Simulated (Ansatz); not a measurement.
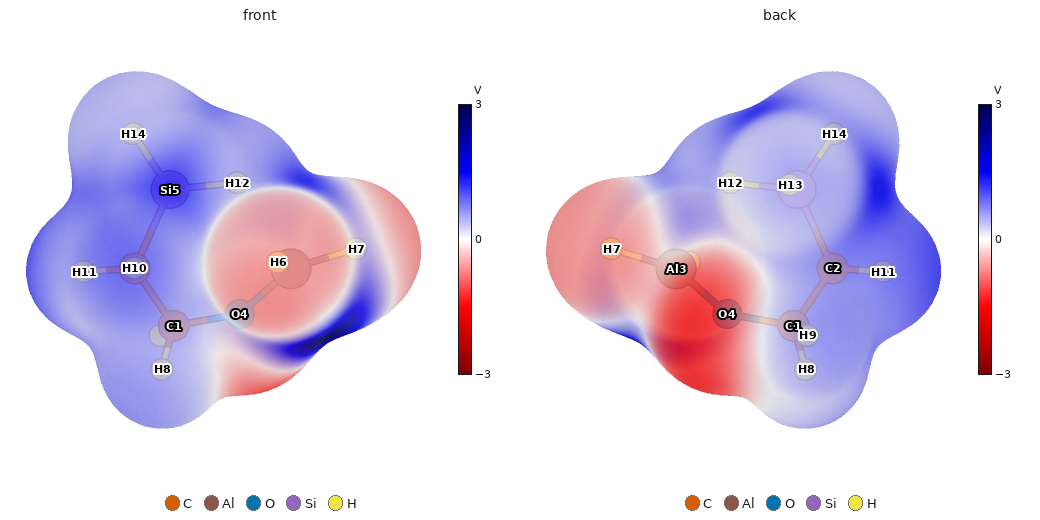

C2H9AlOSi (SMILES [AlH2][O]CC[SiH3]). The molecular electrostatic potential painted on the density surface at 0.002 e/bohr³, seen from the front and from behind; the colour scale runs from red (negative) to blue (positive).

Geometry: B3LYP-D3(BJ)/def2-SVP.

Method: isolated molecule in a Gaussian basis; Kohn-Sham density functional theory, functional PBE0 in Ansatz 0.2.0.

```tsv
atom	x (Å)	y (Å)	z (Å)
C	-0.8457	-0.0591	1.7713
C	0.3178	0.9452	1.8558
Al	0.6875	-1.7178	-0.0460
O	-0.6592	-0.9905	0.7441
Si	0.9130	1.4602	0.1396
H	1.9840	-2.0826	0.7910
H	0.4110	-2.2369	-1.5091
H	-0.9680	-0.5711	2.7452
H	-1.7863	0.4919	1.5833
H	1.1825	0.5014	2.3812
H	0.0280	1.8411	2.4315
H	1.4524	0.2404	-0.5845
H	-0.1742	2.0054	-0.7164
H	2.0558	2.4124	0.2102
```

> Where is the surface potential most negative and most positive?

The most negative region (about −1.4 V, or −32 kcal/mol for a unit charge) lies over O4, the most positive (about +2.6 V, or +60 kcal/mol for a unit charge) over Al3. O4 is the likeliest acceptor of a hydrogen bond.
